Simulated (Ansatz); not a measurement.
Relaxed ZnS (wurtzite):

```
ZnS
1.0
    3.84511     0.00000     0.00000
   -1.92255     3.32996     0.00000
    0.00000     0.00000     6.30566
Zn S
2 2
Direct
  0.66667   0.33333   0.99985
  0.33333   0.66667   0.49985
  0.66667   0.33333   0.62535
  0.33333   0.66667   0.12535
```

In each cell atom 3 (S, nearest neighbour Zn at 2.357 Å; its periodic images, 3.8 Å or more away, move with it) moves by s·(0.000, -0.942, -0.336) (towards the nearest neighbour), the rest being held.

Calculation: PBE (plane waves to 420 eV, PAW, scalar-relativistic; Ansatz, a first-principles code). k mesh 8×8×4 (Γ-centred), Fermi-Dirac smearing 0.05 eV. The energy includes the smearing's −TS. ZnS was relaxed with its symmetry unable to fall. The zero of ΔE is the undisplaced structure.

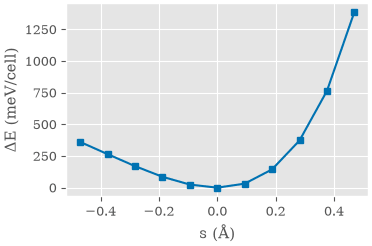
ΔE (meV/cell) against s (Å); markers are the computed points, lines only join them.

The force along the line at s = -0.470 Å comes out as 1.01 eV/Å, the energy at s = 0.470 Å comes out as 1387 meV/cell and the force constant k = d²E/ds² at s = 0 (finite differences) comes out as 6.29 eV/Å². Harmonic estimate at the end of the scan: ½ks² = 695 meV/cell against the computed 1387 meV/cell, so the well is stiffer than harmonic there. Shape of the curve: a single well with its minimum at or next to zero displacement.

The forces along the line at the two nearest points give (0.487 − (-0.717)) / (2·0.094) = 6.40 eV/Å²; the next pair corrects for the finite step.

(A displaced cell: forces are minus the slopes of the energy, force constants its curvatures, and phonons follow from these.)
